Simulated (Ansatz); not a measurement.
CFLiS (SMILES [F][Li-][C+]=S)

```csv
atom,x (Å),y (Å),z (Å)
C,0.0000,0.0000,-1.1101
F,0.0000,0.0000,2.6655
Li,0.0000,0.0000,1.0736
S,0.0000,0.0000,-2.6290
```

Geometry: r2SCAN-D4/def2-TZVP.

All numbers below come from isolated molecule in a Gaussian basis; Kohn-Sham density functional theory, functional PBE0 in Ansatz 0.2.0.

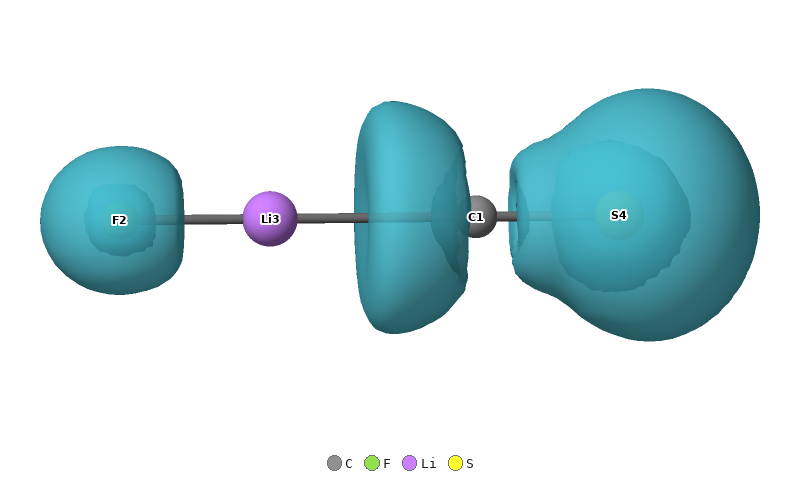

Figure 1. Isosurface of the electron localisation function at 0.75 (cyan), seen from one side. Core shells and regions of very low density are left out.

Identify the bonds, lone pairs and shells in this picture.

Answer. The ELF exceeds this value in one lobe of the valence shell of C pointing towards Li, one region on S in which the atom's valence shell and bonds are merged and one region wrapped around F (its valence shell).


C–S (1.52 Å): the ELF peaks at about 0.90 between the atoms; a covalent bond. Li–F (1.59 Å): the ELF peaks at about 0.85 in the valence shell of F, 0.6 Å from its nucleus, and falls to about 0.25 next to Li; an ionic contact with no shared pair.

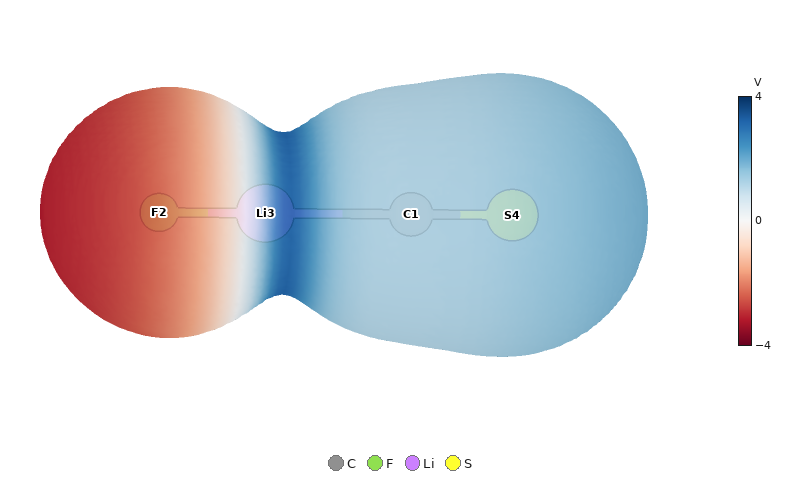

Figure 2. The electrostatic potential painted on the density surface at 0.001 e/bohr³, seen across its widest extent; the colour scale runs from red (negative) to blue (positive).

Which sites attract a positive test charge, and which a negative one?

Answer. A positive charge is drawn to the negative regions and a negative charge to the positive ones. The most negative region (about −3.1 V) lies over F2, the most positive (about +3.2 V) over Li3.

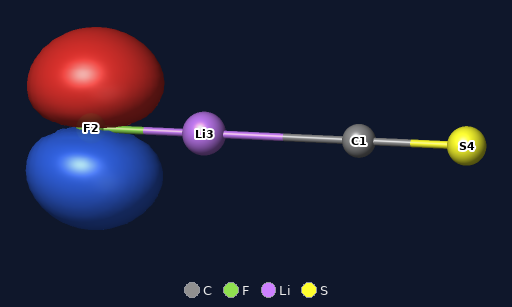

Figure 3. The HOMO at ±0.15 Å⁻³ᐟ² (blue and red are the two phases), seen from one side.

Where does this orbital lie, and at what energy?

Answer. It lies mainly on F2 (about 95 %); largely a lone pair of F2. It is one of a degenerate set, so its orientation is arbitrary. Its energy is −7.25 eV.
